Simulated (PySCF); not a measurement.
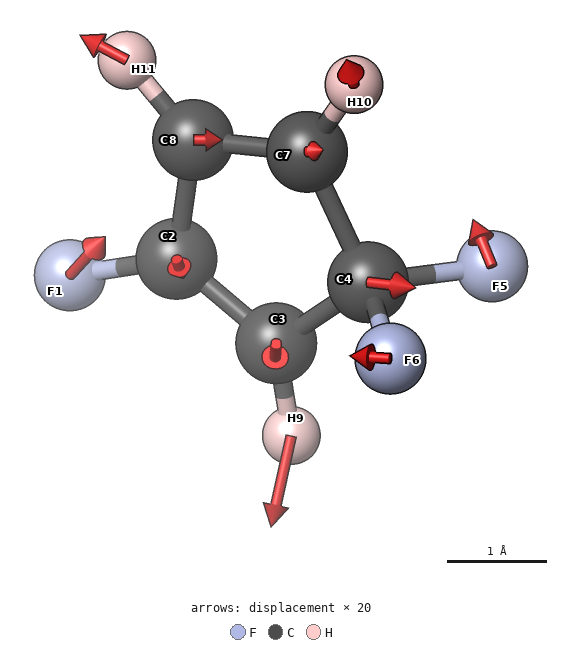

This is a relaxation of C₅H₃F₃. The starting structure is drawn; red arrows show the displacements, 20 times their true length. The two geometries are superimposed by the best rigid fit.

Style: ball-and-stick. Shown from a free direction.

The start comes from GFN2-xTB. Its atoms were then displaced at random by about 0.01 Å.

Method: PBE0-D3(BJ)/def2-SVP geometry optimisation, gas phase (PySCF). 

> What did the optimiser do to the structure, and how much energy did it gain?

H9 moves most after the best rigid fit: 0.048 Å. By element the largest moves are H 0.048 Å, F 0.037 Å, C 0.029 Å. Near-neighbour distances that change, for instance: C3–C4 1.464 → 1.509 Å, F1–C2 1.353 → 1.316 Å, C8–H11 1.055 → 1.090 Å, C4–F6 1.380 → 1.354 Å. Among the angles between lasting bonds that change: F5–C4–F6 102.7° → 106.3°. The energy falls by 12.9 kJ/mol in 7 geometry steps.
